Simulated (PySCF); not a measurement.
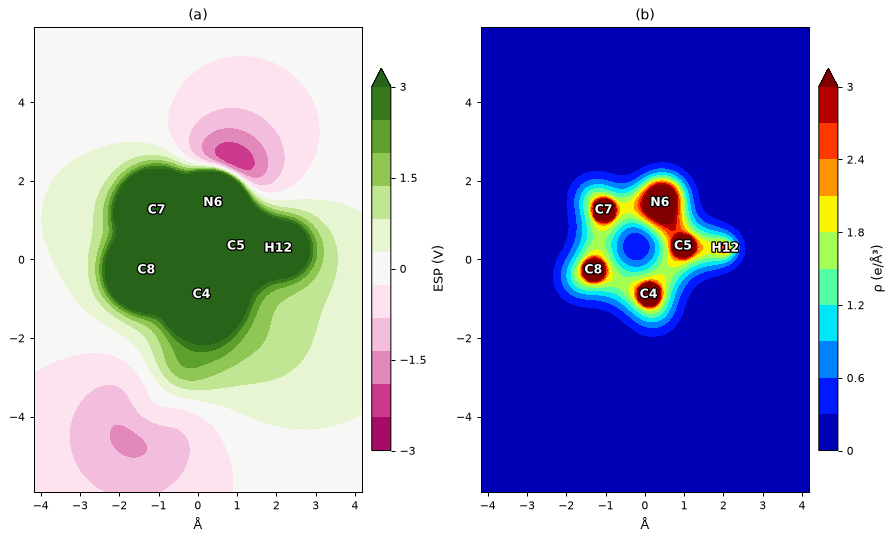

C6H8N2 (SMILES N#CC[C@H]1C=NCC1). (a) electrostatic potential; (b) electron density on the plane of atoms C4, C5 and H12.

Geometry: GFN2-xTB.

Level of theory: PBE0/def2-SVPD, SCF density, gas phase (PySCF 2.14.0).

```xyz
16

N    -3.0801    0.8631   -1.4056
C    -2.4180    0.3435   -0.6324
C    -1.5590   -0.2873    0.3364
C    -0.2182    0.4617    0.4329
C     0.6925   -0.2159    1.4302
N     1.7671   -0.6820    0.9793
C     1.8752   -0.4268   -0.4339
C     0.6231    0.3845   -0.8533
H    -1.3881   -1.3254    0.0358
H    -2.0647   -0.2836    1.3065
H    -0.4158    1.4948    0.7354
H     0.4361   -0.3138    2.4732
H     2.8058    0.1150   -0.6136
H     1.9515   -1.3888   -0.9468
H     0.0805   -0.1082   -1.6585
H     0.9044    1.3781   -1.1969
```

Read the bonding off the picture.

Answer.
- The plane passes through C, N and H nuclei.
- C–H (1.08 Å): the density is about 2 e/Å³ at the midpoint.
- C–N (1.26 Å): ρ is about 2.9 e/Å³ halfway.
- C–C (1.51 Å): ρ is about 1.7 e/Å³ halfway.
- Outside the dense part of the molecule the potential is most negative (−2.4 V) near N6.
